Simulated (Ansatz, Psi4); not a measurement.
# A ladder of methods for VCl3O (vanadium oxytrichloride)

VCl3O, singlet, SMILES `[O]=[V]([Cl])([Cl])[Cl]`. Each level relaxes the structure for itself.

Each level gives the highest harmonic wavenumber at each level's own minimum (cm⁻¹). The values are calculated.

| level | kind | program | value (cm⁻¹) |
| --- | --- | --- | --- |
| HF/STO-3G | Hartree–Fock | Ansatz | 1640 |
| HF/3-21G | Hartree–Fock | Ansatz | 1349 |
| HF/6-31G* (Cartesian functions) | Hartree–Fock | Ansatz | 1341 |
| PBE/def2-SVP | GGA | Ansatz | 1112 |
| PBE0-D4/def2-TZVP | global hybrid | Ansatz | 1158 |
| PBE0-D4/def2-TZVP (density fitting) | global hybrid | Psi4 | 1158 |

Harmonic and unscaled. The values span 1112 to 1640 cm⁻¹. Without the sets that lack polarisation functions the rows with a basis span only 1112 to 1341 cm⁻¹.

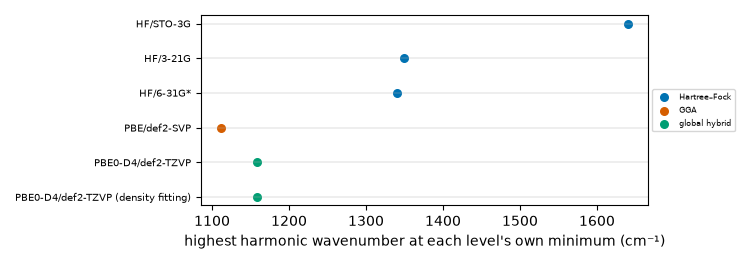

The values of the table, level by level.
